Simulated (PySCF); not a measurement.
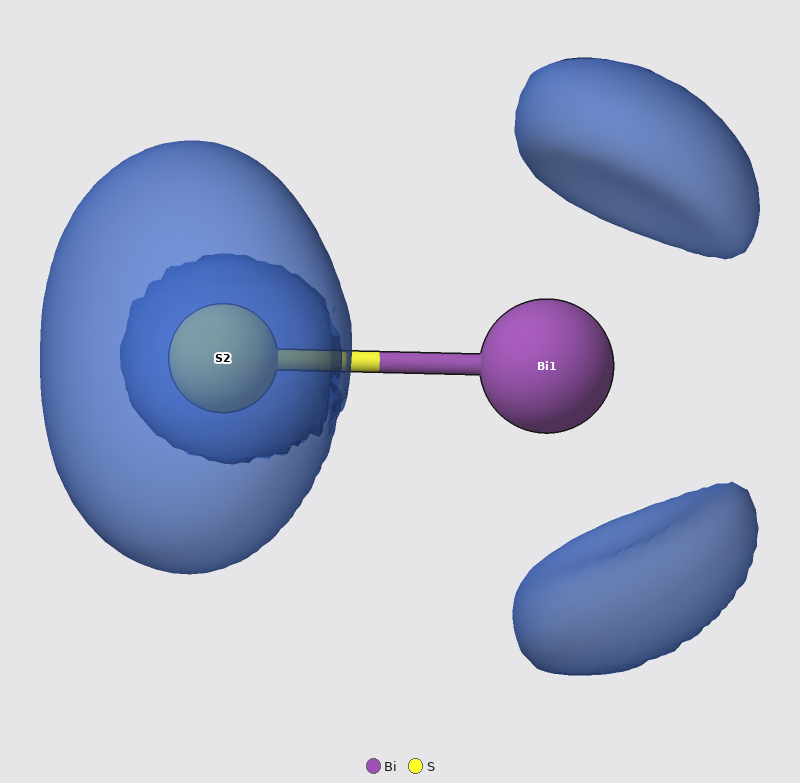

The picture shows: BiS (doublet). Isosurface of the ELF at 0.75 (blue), seen from one side. Core shells and regions of very low density are left out.

Core potentials replace the inner electrons of Bi.

Theory: PBE0/cc-pVDZ(-PP), non-relativistic Hamiltonian with scalar-relativistic core potentials where named, at a bond length of 2.320 Å in PySCF.

Q: Where are the electrons localised?

A: The ELF exceeds this value in one ring or bowl of non-bonding electrons around S and two lobes on Bi, pointing away from the bonds (non-bonding electrons). Along the contacts the grid gives the following. Bi–S (2.32 Å): the ELF peaks at about 0.75 in the valence shell of S, 0.9 Å from its nucleus, and drops to about 0.25 between the two atoms.
